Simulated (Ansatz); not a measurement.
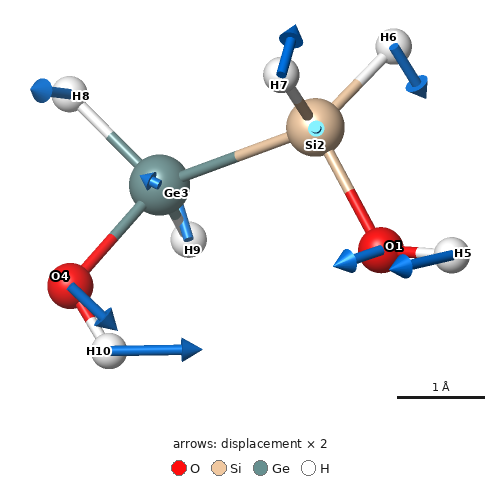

This is a relaxation of GeSiH₆O₂. The starting structure is drawn; blue arrows show the displacements, 2 times their true length. The two geometries are superimposed by the best rigid fit.

The picture is a ball-and-stick view, seen at a tilt.

The start comes from GFN2-xTB.

Method: Ansatz 0.2.0, RKS PBE0-D4/def2-TZVP. Set-up: force threshold 0.005 eV/Å; at most 150 steps.

Question: Atoms of which element are displaced furthest, and by how much?

Answer: Hydrogen: up to 0.54 Å, against 0.39 Å for oxygen.

Question: What did the optimiser do to the structure, and how much energy did it gain?

Answer: The largest move after the best rigid fit is that of H10, 0.54 Å. Largest moves by element: H 0.54 Å, O 0.39 Å, Ge 0.13 Å, Si 0.09 Å. Near-neighbour distances that change, for instance: Si2–Ge3 2.335 → 2.389 Å, Ge3–O4 1.757 → 1.790 Å, O1–Si2 1.627 → 1.659 Å, Ge3–H8 1.509 → 1.537 Å. Bond angles that change, for instance: Si2–Ge3–O4 111.8° → 104.8°, O4–Ge3–H8 99.1° → 105.7°, Ge3–O4–H10 115.9° → 110.2°. Groups turn about Si2–Ge3 by about 30°, Ge3–O4 by about 20°. The energy falls by 3.46 kcal/mol in 22 geometry steps. Largest force component: 0.74 eV/Å at the start, 0.0029 eV/Å at the end. Cost: 74 s on 4 threads of Arm Neoverse V1 (shared host).
